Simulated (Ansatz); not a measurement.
**SnF2 (SMILES [F][Sn][F]): B3LYP/STO-3G**

Aim: the vertical ionisation energy of SnF2 at B3LYP/STO-3G, from 2 runs. 

Program for the calculation: Ansatz 0.2.0.

54 further runs of the same task are left out: 21 that didn't finish, 33 set aside as unsound or not needed.

## Step 1: Starting point

SnF2: 3 atoms, total charge 0, spin state singlet. SMILES: `[F][Sn][F]`. Geometry: a GFN2-xTB relaxation, a rough one for these elements and not checked as a minimum.

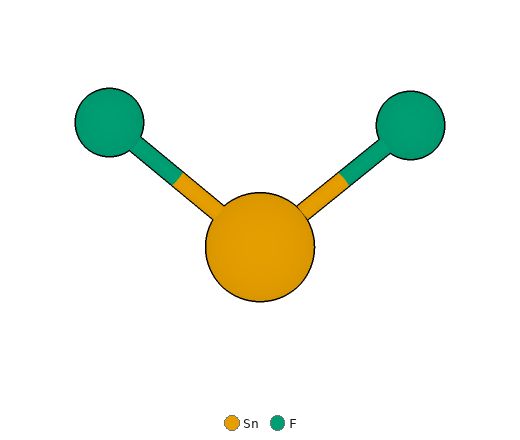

The structure, seen from a chosen angle (tin amber, fluorine teal).

## Step 2: A single-point energy at B3LYP/STO-3G

Input file molecule.yaml:

```yaml
crystal:
  periodic: [false, false, false]
  atoms:
    - symbol: Sn
      position_ang: [0.005290, -0.007560, -0.865150]
    - symbol: F
      position_ang: [1.618310, -0.021230, 0.443060]
    - symbol: F
      position_ang: [-1.623610, 0.028790, 0.422090]
basis:
  gaussian:
    orbitals: STO-3G
hamiltonian:
  xc: {name: B3LYP}
accuracy: high
```

On the command line:

```console
$ ansatz run molecule.yaml --threads 1 --pin off --max-ram 2610MiB --events-out events.jsonl --progress --plain --runs-dir runs
```

What it wrote:

```text
Warning: RAYON_NUM_THREADS=1 ignored (pool sized by the plan → 1); use --threads N
Functional definition: B3LYP
  name "B3LYP"
  parameter a0 = 0.2
  parameter ax = 0.72
  parameter ac = 0.81
  exchange = (1 - a0 - ax)*slater_x + ax*b88_x + a0*exact_x
  correlation = (1 - ac)*vwn_rpa_c + ac*lyp_c
675 factors; integrals over basis functions are off by at most 4.9e-9 eV
mean field evaluation 1: about -167674.8061 eV, gradient 2.3e1 eV
mean field evaluation 2: about -167649.2004 eV, gradient 8.2e1 eV
mean field evaluation 4: about -167678.0285 eV, gradient 1.0e0 eV
mean field evaluation 8: about -167678.0053 eV, gradient 1.8e-1 eV
mean field evaluation 16: about -167678.0054 eV, gradient 1.1e-7 eV
mean field -167678.00542177 eV, -6162.0530430159 hartree, gradient 1.7e-8 eV, S^2 0.000000; 0 other end points of the search recorded, 0 dependent functions left out
reference -167678.00544415 eV, -6162.0530438384 hartree; 34, 34 occupied and 3, 3 virtual orbitals, 675 factors
Total energy: -167678.00544415 eV, -6162.0530438384 hartree
```

It took 2.2 s on 1 thread of Arm Neoverse V1, shared host; peak memory 0.12 GiB.

## Step 3: The doublet cation at the same level

Input file run.yaml:

```yaml
crystal:
  periodic: [false, false, false]
  atoms:
    - {symbol: Sn, position_ang: [0.005290, -0.007560, -0.865150]}
    - {symbol: F, position_ang: [1.618310, -0.021230, 0.443060]}
    - {symbol: F, position_ang: [-1.623610, 0.028790, 0.422090]}
basis:
  gaussian: {orbitals: STO-3G}
total_charge: 1
magnetization: {spin_polarized: true, initial_magnetization: 1}
hamiltonian: {xc: {name: B3LYP}}
accuracy: high
```

On the command line:

```console
$ ansatz run run.yaml --threads 1 --pin off --max-ram 2610MiB --events-out events.jsonl --progress --plain --runs-dir runs
```

What it wrote, shortened:

```text
Warning: RAYON_NUM_THREADS=1 ignored (pool sized by the plan → 1); use --threads N
[... 7 set-up lines as earlier in the session ...]
670 factors; integrals over basis functions are off by at most 4.9e-9 eV
mean field evaluation 1: about -167658.8524 eV, gradient 2.8e1 eV
mean field evaluation 2: about -167571.1212 eV, gradient 8.4e1 eV
mean field evaluation 4: about -167671.5860 eV, gradient 7.2e0 eV
mean field evaluation 8: about -167671.9913 eV, gradient 1.9e-1 eV
mean field evaluation 16: about -167671.9583 eV, gradient 3.3e-5 eV
mean field evaluation 32: about -167671.8746 eV, gradient 3.1e0 eV
mean field -167671.95834055 eV, -6161.8308168800 hartree, gradient 3.7e-8 eV, S^2 0.767726; 3 other end points of the search recorded, 0 dependent functions left out
reference -167671.95836296 eV, -6161.8308177035 hartree; 34, 33 occupied and 3, 4 virtual orbitals, 670 factors
Total energy: -167671.95836296 eV, -6161.8308177035 hartree
```

Run time: 4.5 s. Hardware: 1 thread of Arm Neoverse V1, shared host; peak memory 0.18 GiB.

## Step 4: What came out

Level: B3LYP/STO-3G.

```
                                          quantity           value
                        singlet SnF2: total energy  -6162.05304 Eh
                      doublet cation: total energy  -6161.83082 Eh
                              doublet cation: ⟨S²⟩           0.768
vertical ionisation energy (to the doublet cation)        6.047 eV
```

**Reading.** The vertical ionisation energy comes to 6.05 eV (139 kcal/mol). In a minimal basis such a difference can be off by several eV, whatever the method. Relativity is left out (singlet SnF2) although the molecule holds a heavy atom. Relativity is left out (doublet cation) although the molecule holds a heavy atom.
